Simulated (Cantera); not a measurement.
Input: 1 mol SiH2Cl2, 0.0067 mol Cl2, 8.6 mol H2, held at 75.0 Torr.

Method: chemical equilibrium by Gibbs-energy minimisation in Cantera with the NASA 1993 tables (ideal gas, pure condensed phases). Candidate condensed phases: Si; 19 gas species. The tables' values for SiCl3, SiCl are old estimates; treat these amounts as uncertain. Gases not in the tables: Si2H6 and higher silanes. Rates play no part.

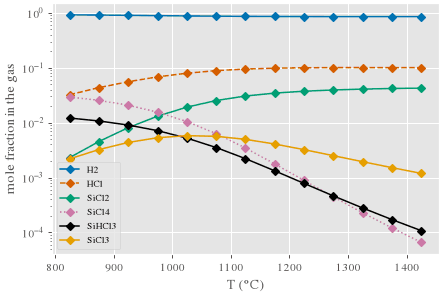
Figure. Equilibrium gas composition (values under 1e-9 drawn at 1e-9)

From 825 °C to 1375 °C the condensed part is Si(s). At 1425 °C the condensed part is Si(l). The main Si-bearing gas is SiCl4 at 825 °C and SiCl2 at 1425 °C. The share of Si in condensed phases is highest at 1025 °C (57.3 %) and lowest at 825 °C (52.8 %).
